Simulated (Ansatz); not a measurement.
## ZnH$_{3}$ClO$_{3}$: nudged elastic band

The run: nudged elastic band of ZnH$_{3}$ClO$_{3}$. Method and program: RKS PBE/def2-SVP (Ansatz 0.2.0).

One setting was made poor on purpose. It belongs to a series of runs on one base structure; here: band between the two ends. Figures and captions count atoms from 1; the log counts them from 0 in places.

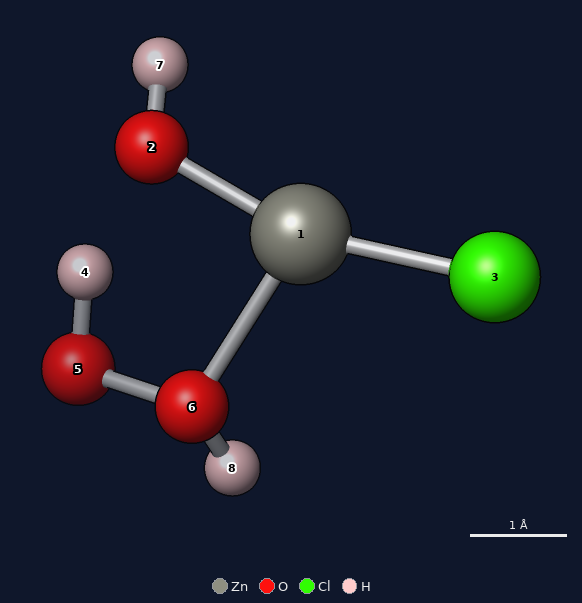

Fig. 1: The structure as given in the input (ball-and-stick view, seen at a tilt; atoms are numbered from 1 in the order of the input). Sticks mark near contacts.

## Input
```yaml
crystal:
  periodic: [false, false, false]
  atoms:
    - { symbol: Zn, position_ang: [-0.720672, 0.168689, -0.911597] }
    - { symbol: O, position_ang: [0.921911, -0.645242, -1.033885] }
    - { symbol: Cl, position_ang: [-2.523781, 1.181852, -1.401008] }
    - { symbol: H, position_ang: [1.17682, -0.533508, 0.545449] }
    - { symbol: O, position_ang: [0.879981, -0.370145, 1.514322] }
    - { symbol: O, position_ang: [-0.536565, -0.133343, 1.225303] }
    - { symbol: H, position_ang: [1.524388, -0.318314, -1.724001] }
    - { symbol: H, position_ang: [-0.722082, 0.650009, 1.785314] }
basis:
  gaussian: { orbitals: def2-SVP }
hamiltonian:
  xc: pbe
neb:
  order_check: false
  images: 3
  f_tol: 0.05
  max_iterations: 60
  climbing: true
  final_atoms:
    - { symbol: Zn, position_ang: [-0.62056189, 0.54940661, -0.4860665] }
    - { symbol: O, position_ang: [0.88686108, -0.87463162, -1.01274911] }
    - { symbol: Cl, position_ang: [-2.21878526, 1.1991404, -1.72648337] }
    - { symbol: H, position_ang: [1.25419525, -0.56244337, -0.12816561] }
    - { symbol: O, position_ang: [0.49869399, 0.60578422, 1.07575398] }
    - { symbol: O, position_ang: [-0.48080292, -0.41033163, 1.61018005] }
    - { symbol: H, position_ang: [1.53735874, -0.60715084, -1.69006345] }
    - { symbol: H, position_ang: [-0.85695898, 0.10022423, 2.35749102] }
  initial_path:
    images:
      - { positions_ang: [[-0.720672, 0.168689, -0.911597], [0.921911, -0.645242, -1.033885], [-2.523781, 1.181852, -1.401008], [1.17682, -0.533508, 0.545449], [0.879981, -0.370145, 1.514322], [-0.536565, -0.133343, 1.225303], [1.524388, -0.318314, -1.724001], [-0.722082, 0.650009, 1.785314]] }
      - { positions_ang: [[-0.62149243, 0.39233078, -0.92095586], [0.96240605, -0.80225455, -1.03531665], [-2.52055624, 1.17545584, -1.26617664], [1.10485902, -0.47600507, 0.33231473], [0.73901081, 0.03907456, 1.23368708], [-0.5923173, -0.16178977, 1.25361799], [1.68274981, -0.53749743, -1.58808008], [-0.75465972, 0.37068364, 1.99080644]] }
      - { positions_ang: [[-0.52231286, 0.61597256, -0.93031472], [1.00290109, -0.9592671, -1.03674831], [-2.51733147, 1.16905967, -1.13134528], [1.03289803, -0.41850214, 0.11918046], [0.59804062, 0.44829412, 0.95305215], [-0.6480696, -0.19023655, 1.28193297], [1.84111163, -0.75668087, -1.45215916], [-0.78723745, 0.09135829, 2.19629888]] }
      - { positions_ang: [[-0.57143738, 0.58268959, -0.70819061], [0.94488109, -0.91694936, -1.02474871], [-2.36805837, 1.18410004, -1.42891432], [1.14354664, -0.49047275, -0.00449258], [0.54836731, 0.52703917, 1.01440307], [-0.56443626, -0.30028409, 1.44605651], [1.68923518, -0.68191585, -1.57111131], [-0.82209821, 0.09579126, 2.27689495]] }
      - { positions_ang: [[-0.62056189, 0.54940661, -0.4860665], [0.88686108, -0.87463162, -1.01274911], [-2.21878526, 1.1991404, -1.72648337], [1.25419525, -0.56244337, -0.12816561], [0.49869399, 0.60578422, 1.07575398], [-0.48080292, -0.41033163, 1.61018005], [1.53735874, -0.60715084, -1.69006345], [-0.85695898, 0.10022423, 2.35749102]] }
```

Run as:
```bash
ansatz run input.yaml --threads 2 --pin off --max-ram 3072MiB --backend cpu --events-out ev --progress --plain --runs-dir out
```

## The program's output
```
Engine: ansatz 0.2.0, aarch64-unknown-linux-gnu
Functional definition: PBE
  parameter kappa = 0.804
  parameter beta = 0.06672455060314922
  exchange = pbe_x(kappa = kappa, mu = beta*pi^2/3)
  correlation = pbe_c(beta = beta)
1156 factors; their error is unknown
mean field evaluation 1: about -67087.1035 eV, gradient 7.9e1 eV
mean field evaluation 2: about -67004.8415 eV, gradient 2.0e2 eV
mean field evaluation 4: about -67096.9653 eV, gradient 1.9e1 eV
mean field evaluation 8: about -67097.5409 eV, gradient 2.8e-1 eV
mean field evaluation 16: about -67097.4863 eV, gradient 4.2e-4 eV
mean field -67097.48631452 eV, -2465.7871417489 hartree, gradient 6.2e-5 eV, S^2 0.000000; 0 other end points of the search recorded, 0 dependent functions left out
the calculation of the forces begins
reference -67097.48635751 eV, -2465.7871433286 hartree; 37, 37 occupied and 69, 69 virtual orbitals, 1156 factors
1156 factors; their error is unknown
mean field evaluation 32: about -67097.3449 eV, gradient 1.7e-3 eV
mean field -67097.34487387 eV, -2465.7819439009 hartree, gradient 5.4e-5 eV, S^2 0.000000; 0 other end points of the search recorded, 0 dependent functions left out
[... from here on the field's lines of each further geometry are left out, up to the last ...]
NEB iter   1: max|band force component| = 5.759e0 eV/Å  barrier→ = 0.9167 eV  barrier← = 0.7753 eV  Δτ_max = 0.2000 Å  (137 SCF iters)
NEB iter   2: max|band force component| = 2.428e0 eV/Å  barrier→ = 0.5465 eV  barrier← = 0.4051 eV  Δτ_max = 0.2000 Å  (93 SCF iters)
NEB iter   3: max|band force component| = 1.196e0 eV/Å  barrier→ = 0.3994 eV  barrier← = 0.2579 eV  Δτ_max = 0.2000 Å  (94 SCF iters)
NEB iter   4: max|band force component| = 8.541e-1 eV/Å  barrier→ = 0.2415 eV  barrier← = 0.1001 eV  Δτ_max = 0.0431 Å  (93 SCF iters)
NEB iter   5: max|band force component| = 2.486e-1 eV/Å  barrier→ = 0.2204 eV  barrier← = 0.0789 eV  CI = image 3  Δτ_max = 0.1793 Å  (86 SCF iters)
NEB iter   6: max|band force component| = 5.433e-1 eV/Å  barrier→ = 0.3147 eV  barrier← = 0.1733 eV  CI = image 3  Δτ_max = 0.0596 Å  (94 SCF iters)
NEB iter   7: max|band force component| = 2.575e-1 eV/Å  barrier→ = 0.2964 eV  barrier← = 0.1550 eV  CI = image 3  Δτ_max = 0.0528 Å  (88 SCF iters)
NEB iter   8: max|band force component| = 9.794e-2 eV/Å  barrier→ = 0.2931 eV  barrier← = 0.1517 eV  CI = image 3  Δτ_max = 0.0225 Å  (86 SCF iters)
the calculation of the forces begins
reference -67097.37424215 eV, -2465.7830231651 hartree; 37, 37 occupied and 69, 69 virtual orbitals, 1156 factors
1156 factors; their error is unknown
mean field evaluation 320: about -67097.1950 eV, gradient 1.9e-5 eV
mean field -67097.19501132 eV, -2465.7764365539 hartree, gradient 1.7e-5 eV, S^2 0.000000; 1 other end points of the search recorded, 0 dependent functions left out
the calculation of the forces begins
reference -67097.19505576 eV, -2465.7764381869 hartree; 37, 37 occupied and 69, 69 virtual orbitals, 1156 factors
NEB iter   9: max|band force component| = 3.801e-2 eV/Å  barrier→ = 0.2913 eV  barrier← = 0.1499 eV  CI = image 3  Δτ_max = 0.0000 Å  (173 SCF iters)
```

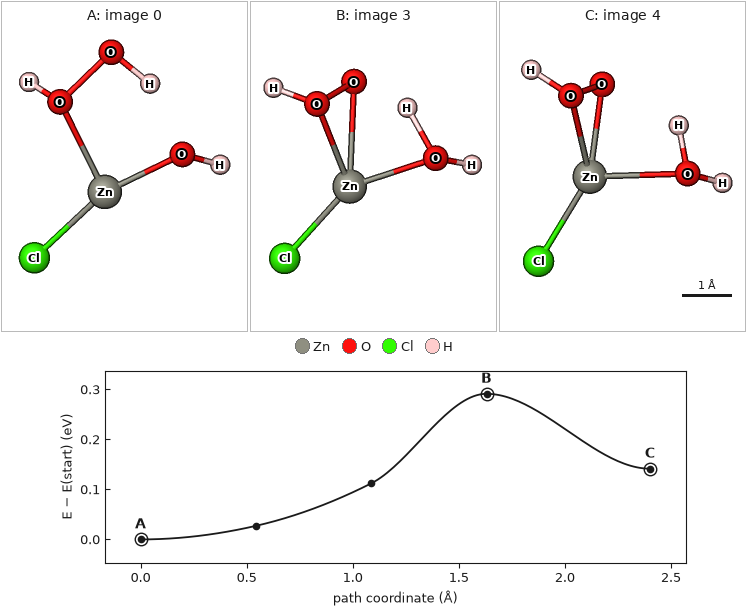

Fig. 2: Images of the last band (counted from 0; ball-and-stick, seen at a tilt) above the energy along the path; the line is a cubic interpolation that uses the forces. The highest image is number 3, 0.291 eV above the start and 0.150 eV above the end (the climbing image); the end lies 0.141 eV above the start. The path is 2.40 Å long. The band converged in 9 iterations.

```
Total energy: -67097.19505576 eV, -2465.7764381869 hartree
Atom 0 at    -0.629140     0.285342    -0.675733 Å, force     0.010099    -0.009839     0.028132 eV/Å
Atom 1 at     0.919050    -0.894972    -0.919647 Å, force     0.020517     0.007247    -0.025277 eV/Å
Atom 2 at    -2.341541     1.309513    -1.405959 Å, force     0.009449     0.002867    -0.016653 eV/Å
Atom 3 at     1.142291    -0.323620     0.127910 Å, force    -0.023037     0.015167     0.013870 eV/Å
Atom 4 at     0.697016     0.475193     1.010657 Å, force    -0.000543     0.001248    -0.006292 eV/Å
Atom 5 at    -0.458086    -0.408342     1.405155 Å, force    -0.010042     0.018759     0.031295 eV/Å
Atom 6 at     1.566031    -0.625433    -1.598681 Å, force    -0.025939    -0.007930     0.002978 eV/Å
Atom 7 at    -0.895620     0.182317     2.056195 Å, force     0.019497    -0.027519    -0.028052 eV/Å
Dipole moment:     0.338985    -0.044838     0.069088 e Å
this run last wrote the band of iteration 9 to [file]
```

## The last band as extended XYZ (Å, eV, eV/Å)
```
8
Properties=species:S:1:pos:R:3:forces:R:3 image=0 energy=-67097.48632
Zn   -0.7207    0.1687   -0.9116   -0.0048   0.0027  -0.0018
O     0.9219   -0.6452   -1.0339    0.0135  -0.0054   0.0025
Cl   -2.5238    1.1819   -1.4010    0.0031  -0.0015   0.0021
H     1.1768   -0.5335    0.5454   -0.0042   0.0031  -0.0026
O     0.8800   -0.3701    1.5143    0.0002  -0.0025   0.0000
O    -0.5366   -0.1333    1.2253   -0.0021   0.0087   0.0005
H     1.5244   -0.3183   -1.7240   -0.0067   0.0009  -0.0005
H    -0.7221    0.6500    1.7853    0.0009  -0.0059  -0.0003
8
Properties=species:S:1:pos:R:3:forces:R:3 image=1 energy=-67097.45919
Zn   -0.7056    0.1298   -0.8899   -0.0077  -0.0111  -0.0066
O     0.9093   -0.7439   -1.0237   -0.0017   0.0314  -0.0113
Cl   -2.4326    1.2840   -1.3430   -0.0196  -0.0204  -0.0033
H     1.2180   -0.3598    0.5109    0.0072  -0.0174   0.0271
O     0.9279   -0.0333    1.4410    0.0176  -0.0629   0.0306
O    -0.5138   -0.2473    1.2360   -0.0026   0.0322  -0.0097
H     1.4842   -0.4688   -1.7591   -0.0010   0.0123  -0.0066
H    -0.8873    0.4395    1.8278    0.0078   0.0358  -0.0201
8
Properties=species:S:1:pos:R:3:forces:R:3 image=2 energy=-67097.37420
Zn   -0.6686    0.1350   -0.8264   -0.0180  -0.0858  -0.0721
O     0.8995   -0.8498   -0.9946   -0.0292   0.0246  -0.0307
Cl   -2.3566    1.3187   -1.3422   -0.0091  -0.0014   0.0245
H     1.1876   -0.2309    0.4066    0.0152   0.0382   0.1218
O     0.8481    0.3125    1.2314    0.0556  -0.0772   0.1056
O    -0.4773   -0.3554    1.2994    0.0327   0.0623  -0.0363
H     1.4938   -0.5686   -1.7129   -0.0288   0.0116  -0.0545
H    -0.9265    0.2385    1.9385   -0.0184   0.0277  -0.0583
8
Properties=species:S:1:pos:R:3:forces:R:3 image=3 energy=-67097.19501
Zn   -0.6291    0.2853   -0.6757    0.0101  -0.0098   0.0281
O     0.9191   -0.8950   -0.9196    0.0205   0.0072  -0.0253
Cl   -2.3415    1.3095   -1.4060    0.0094   0.0029  -0.0167
H     1.1423   -0.3236    0.1279   -0.0230   0.0152   0.0139
O     0.6970    0.4752    1.0107   -0.0005   0.0012  -0.0063
O    -0.4581   -0.4083    1.4052   -0.0100   0.0188   0.0313
H     1.5660   -0.6254   -1.5987   -0.0259  -0.0079   0.0030
H    -0.8956    0.1823    2.0562    0.0195  -0.0275  -0.0281
8
Properties=species:S:1:pos:R:3:forces:R:3 image=4 energy=-67097.34487
Zn   -0.6206    0.5494   -0.4861   -0.0001  -0.0024   0.0063
O     0.8869   -0.8746   -1.0127   -0.0113  -0.0021   0.0036
Cl   -2.2188    1.1991   -1.7265   -0.0049   0.0021  -0.0060
H     1.2542   -0.5624   -0.1282    0.0018   0.0018  -0.0078
O     0.4987    0.6058    1.0758    0.0083   0.0076   0.0040
O    -0.4808   -0.4103    1.6102   -0.0024  -0.0140  -0.0002
H     1.5374   -0.6072   -1.6901    0.0094   0.0007   0.0010
H    -0.8570    0.1002    2.3575   -0.0007   0.0064  -0.0011
```

## Summary

```tsv
quantity	value
outcome	converged
barrier, forward	0.291 eV
barrier, backward	0.150 eV
hardware	2 threads of Arm Neoverse V1, 24 GiB of memory available, shared host
wall time	62 s (CPU time 2 min)
peak memory	0.15 GiB
```

## Remarks

A deliberately poor setting: few images. The order of the saddle point was not checked.
